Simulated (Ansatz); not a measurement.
Start from this file.

Space group P6_3/mmc (No. 194). a = 2.503 Å, b = 2.503 Å, c = 4.169 Å, α = 90.00°, β = 90.00°, γ = 120.00°
```json
{"atom": "C", "site": "4f", "symmetry": "3m.", "x": "0.3333", "y": "0.6667", "z": "0.0627"}
```

Question: What does this file describe?

Answer: The element is carbon. The lattice is primitive hexagonal and the space group P6_3/mmc (No. 194). Among the common structure types it is hexagonal diamond (lonsdaleite type). The cell holds four atoms. C bonds to four C in a tetrahedral arrangement at 1.54 to 1.56 Å. The bonds build a three-dimensional framework.

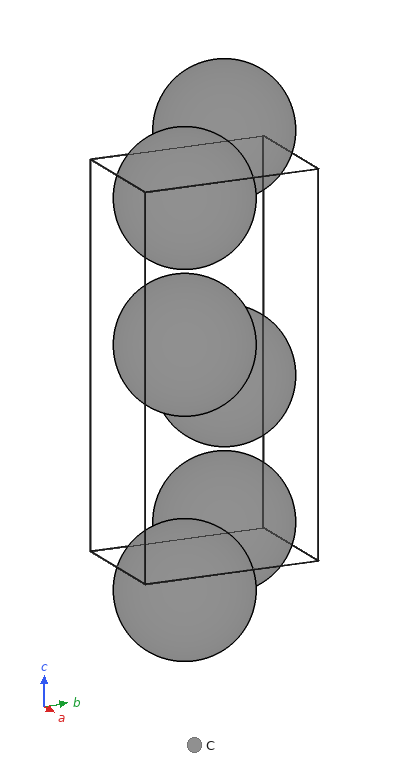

Space-filling model, viewed slightly off an axis. The conventional unit cell is drawn as a box. Colours: carbon grey.

Provenance: an entry, possibly a prediction, of the Crystallography Open Database. The structure drawn was relaxed with DFT r2SCAN, scalar-relativistic, plane waves, PAW in Ansatz 0.2.0.
